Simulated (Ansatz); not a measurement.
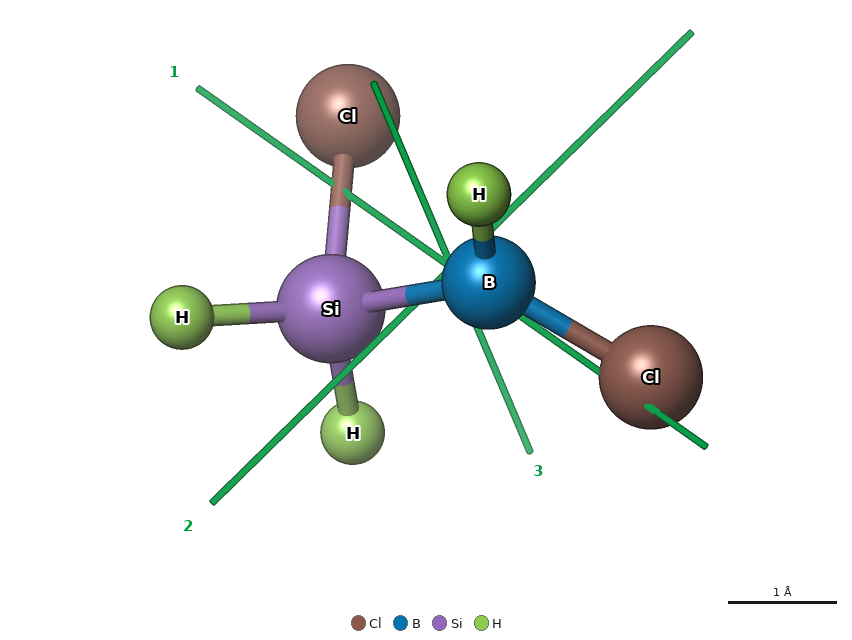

The three principal axes of inertia are drawn and numbered. Distant atoms are faded towards the background colour. The computed structure is the end point of a PBE-D4/def2-SVP optimisation. No frequency run is at hand to confirm it as a minimum. Masses are those of the most abundant isotopes; constants are for the rigid equilibrium geometry.

Q: Which line is the a axis (least moment of inertia), which b and which c?

A: a is line 1, b is line 2, c is line 3; the moments are 65.4, 377, 414 u Å².

Q: Classify the rotor and give the rotational constants (MHz).

A: An asymmetric top (C1): A = 7728, B = 1339, C = 1222 MHz. Ray's parameter κ is −0.96, close to the prolate limit.
